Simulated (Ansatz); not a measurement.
**CH₄Cl₂SSn (SMILES [CH3][Sn]([SH])([Cl])[Cl]): density, localisation and related maps**

The calculation's input:

```
crystal:
  periodic: [false, false, false]
  atoms:
    - {symbol: C, position_ang: [-1.556498, -0.234588, 0.227282]}
    - {symbol: Sn, position_ang: [0.459363, 0.207917, -0.239794]}
    - {symbol: S, position_ang: [2.032352, -0.941834, 1.125808]}
    - {symbol: Cl, position_ang: [0.900627, -0.281932, -2.467316]}
    - {symbol: Cl, position_ang: [0.848501, 2.491751, -0.069119]}
    - {symbol: H, position_ang: [-1.724841, -1.302557, 0.095413]}
    - {symbol: H, position_ang: [-2.195157, 0.331393, -0.449101]}
    - {symbol: H, position_ang: [-1.753294, 0.055111, 1.258590]}
    - {symbol: H, position_ang: [3.077344, -0.371559, 0.501136]}
basis:
  gaussian: {orbitals: def2-TZVPP}
hamiltonian: {xc: pbe0, dispersion: d4}
output: {orbitals: {seedname: orbitals}}
```

Launched as:

```sh
ansatz run in.yaml --threads 4 --pin off --events-out ev --progress --plain --max-ram 10444MiB
```

Geometry: PBE0-D4/def2-TZVP; core potentials replace the inner electrons of Sn.

Theory: RKS PBE0-D4/def2-TZVPP in Ansatz 0.2.0.

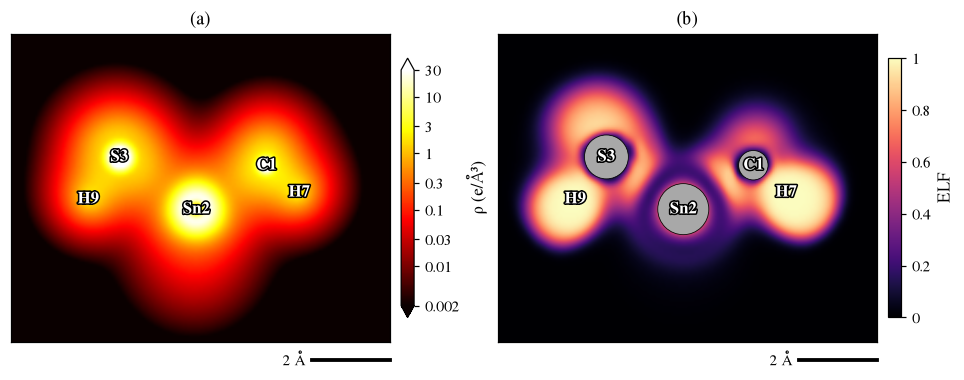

Figure 1. (a) electron density; (b) electron localisation function on the plane of atoms C1, Sn2 and S3. Grey discs cover the atomic cores in the ELF map.

> Describe what can be read from this map.

The plane passes through C, Sn, S and H nuclei.
C–Sn (2.12 Å): ρ at the midpoint is about 0.76 e/Å³; the ELF peaks at about 0.90 in the valence shell of C, 0.7 Å from its nucleus, and drops to about 0.20 between the two atoms.
Sn–S (2.38 Å): ρ is about 0.62 e/Å³ halfway; the ELF peaks at about 0.85 in the valence shell of S, 0.9 Å from its nucleus, and drops to about 0.20 between the two atoms.
C–H (1.09 Å): ρ at the midpoint is about 2 e/Å³; the ELF climbs to about 1 towards the hydrogen, as it does in any bond to H; an ordinary covalent bond to hydrogen.
S–H (1.34 Å): ρ is about 1.5 e/Å³ halfway; the ELF climbs to about 1 towards the hydrogen.
The ELF also peaks beside S3, away from the bonds: lone-pair regions.

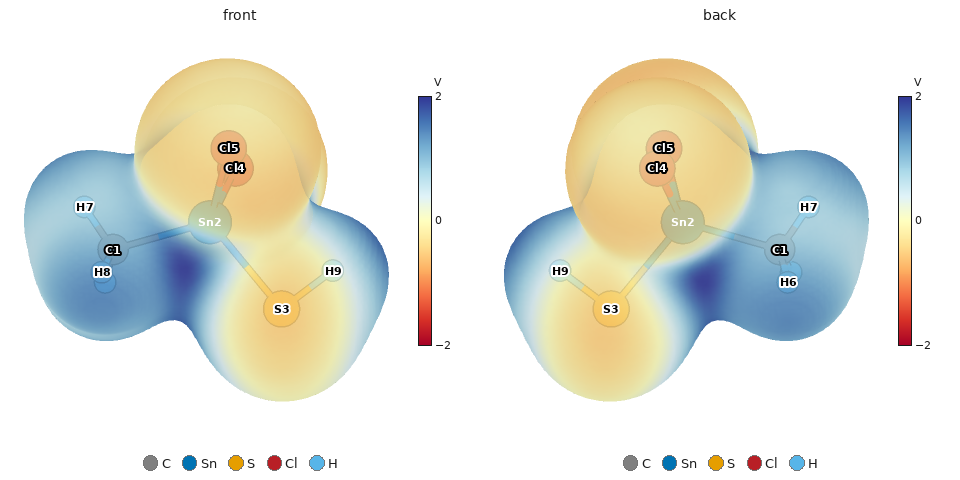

Figure 2. The electrostatic potential painted on the density surface at 0.002 e/bohr³, seen from the front and from behind; red is negative and blue positive.

> Which sites attract a positive test charge, and which a negative one?

A positive charge is drawn to the negative regions and a negative charge to the positive ones. The most negative region (about −0.7 V, or −16 kcal/mol for a unit charge) lies over Cl4 and Cl5, the most positive (about +1.9 V, or +44 kcal/mol for a unit charge) over Sn2.

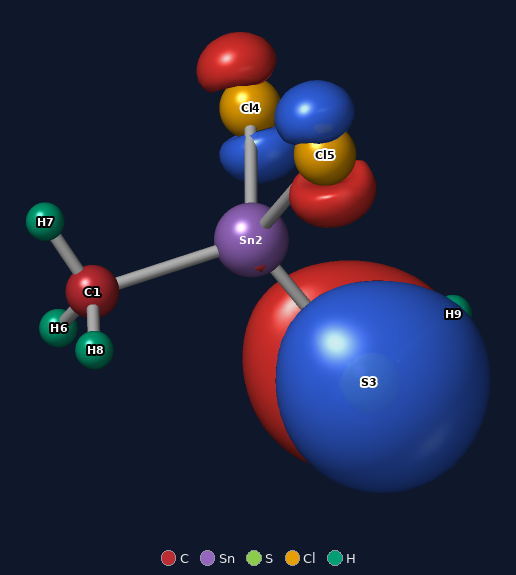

Figure 3. One frontier orbital at ±0.1 Å⁻³ᐟ² (red and blue are the two phases), seen at a tilt.

> Which orbital is it: HOMO or LUMO?

The HOMO, at −7.95 eV. Its weight (Hirshfeld) is mainly on S3 (about 80 %); largely a lone pair of S3.
